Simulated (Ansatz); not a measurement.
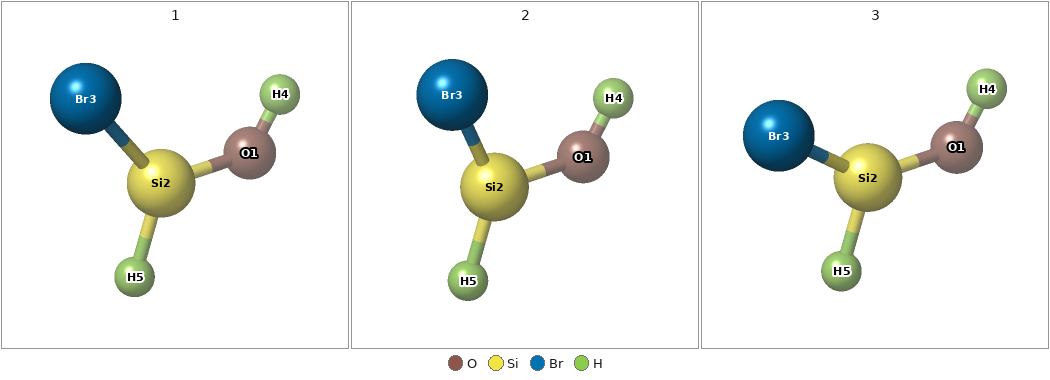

BrH₂OSi, SMILES O[SiH+]Br, charge +1. Coordinates scanned: (1) bond length Si2–Br3; (2) angle Br3–Si2–O1. Nothing is relaxed (all other coordinates rigid). The grid has 15 × 15 points. Points are written as (first, second). Energies are in eV, from the lowest grid point. These are results of RKS PBE-D4/def2-TZVP in Ansatz 0.2.0, not measurements.

The numbered pictures are structures from this grid.

Which is the most stable, and how do the others follow?

Answer. 1, at (2.151 Å, 124.7°): 0.00 eV; 3, at (1.906 Å, 142.6°): 0.93 eV; 2, at (1.824 Å, 110.4°): 1.68 eV.

The map, with the structures marked:

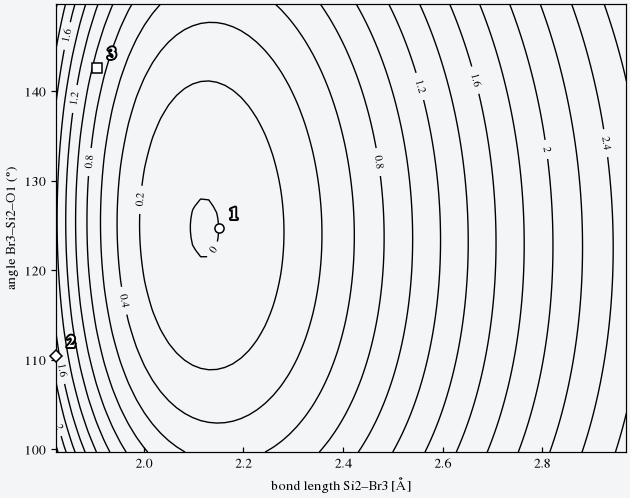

In the figure: contour lines labelled in eV. Between grid points the surface is interpolated.
